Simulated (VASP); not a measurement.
Band structure of BAs (zinc blende). Level of theory: PBEsol GGA, VASP's PBE PAW potentials (set 64) (plane waves; VASP 6.6.1).

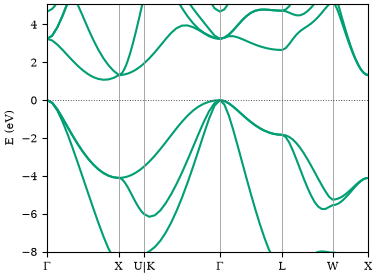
Figure: Bands along high-symmetry lines, zero at the valence-band maximum or, without a gap, the Fermi level

Q: Read the plot: is there a gap, and where are the band edges?

A: The gap is indirect, 1.08 eV, from the valence maximum at Γ to the conduction minimum at Γ-X at 0.79. (Edges off the drawn lines would not show.)

Measured: gap 1.82 eV (computed value off by -0.74 eV), as given by Wikipedia, List of semiconductor materials.

The compound is BAs in the zinc blende structure. It was relaxed first.
